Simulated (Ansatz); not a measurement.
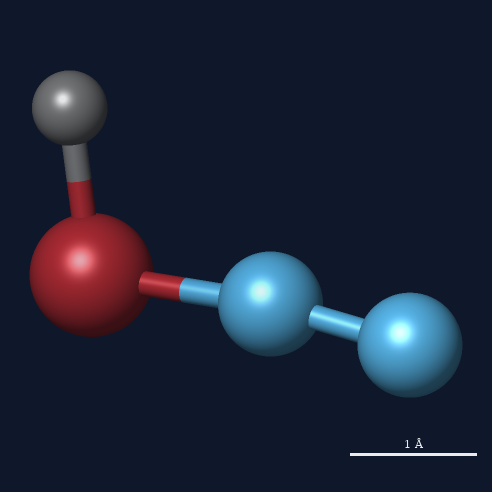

Rendered structure (ball-and-stick style). Every bond is drawn as one stick, whatever its order. Colours: carbon blue, sulfur red, hydrogen grey.

The species is neutral and a spin doublet.

Count the atoms of each element.

Answer. C₂HS, 4 atoms: 2 carbon, 1 hydrogen and 1 sulfur.

Count the bonded pairs by element.

Answer. 1 C–C, 1 C–S, 1 S–H. Sticks follow a distance rule.

The parts below concern this one geometry. Atoms keep their numbers from picture to picture. Computed geometry: PBE0-D4/def2-TZVP optimisation. No frequency run is at hand to confirm it as a minimum.

## Geometry

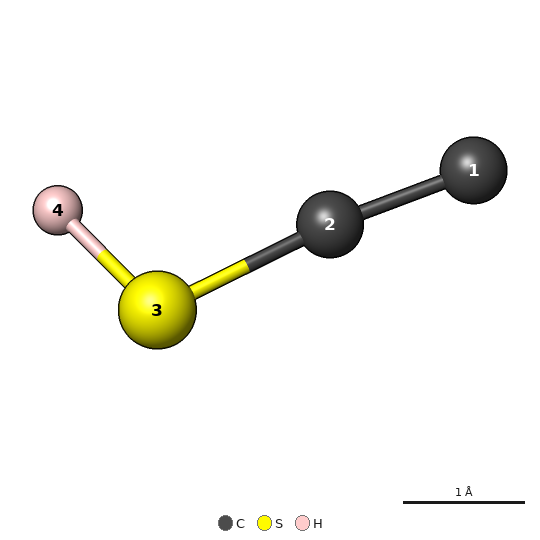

The atoms are numbered. No frequency run is at hand to confirm it as a minimum.

Describe the coordination of atom 2.

Answer. C2 has 2 neighbours (C1 at 1.28, S3 at 1.62 Å); the arrangement is linear.

Describe the coordination of atom 3.

Answer. S3 has 2 neighbours (C2 at 1.62, H4 at 1.36 Å); the arrangement is bent.

## Electronic properties

No frequency run is at hand to confirm it as a minimum. Properties computed with UKS PBE0-D4/def2-TZVPP (Ansatz 0.2.0).

What does the calculation give?

- HOMO energy (Kohn–Sham orbital): −7.97 eV
- ⟨S²⟩ of the determinant: 0.756

## Dipole moment

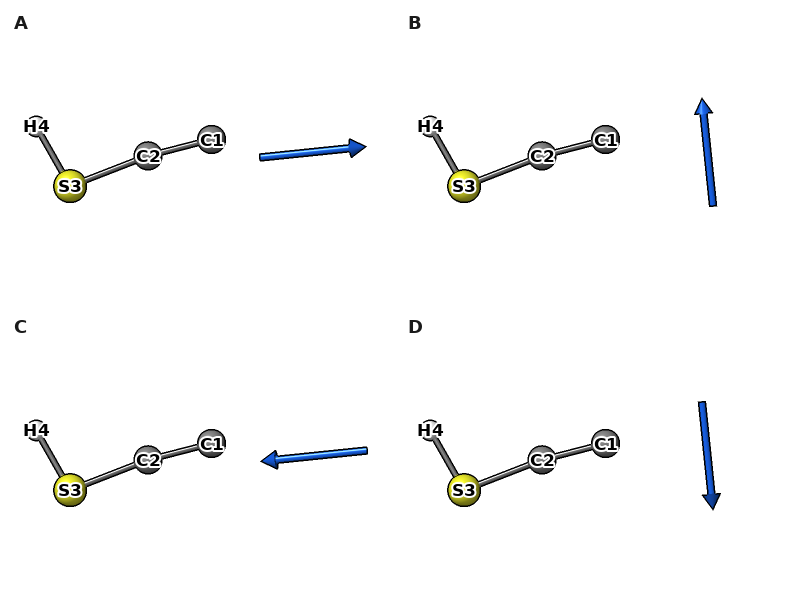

The same molecule four times, each with an arrow. No frequency run is at hand to confirm it as a minimum. Method: UKS PBE0-D4/def2-TZVP (Ansatz 0.2.0).

Which arrow points along the dipole moment, from the negative to the positive end?

Answer. C. The dipole moment is 4.58 D; it points from the side of C1 to the side of H4 (the outermost atoms at the two ends).

## Charges

The questions are on Mulliken charges. No frequency run is at hand to confirm it as a minimum. Properties computed with UKS PBE0-D4/def2-TZVP (Ansatz 0.2.0).

List the Mulliken charges.

```json
{"atom": "C1", "value (e)": "−0.21"}
{"atom": "C2", "value (e)": "0.00"}
{"atom": "S3", "value (e)": "0.03"}
{"atom": "H4", "value (e)": "0.18"}
```

Mulliken values depend strongly on the basis set and can even reverse the polarity of a bond.
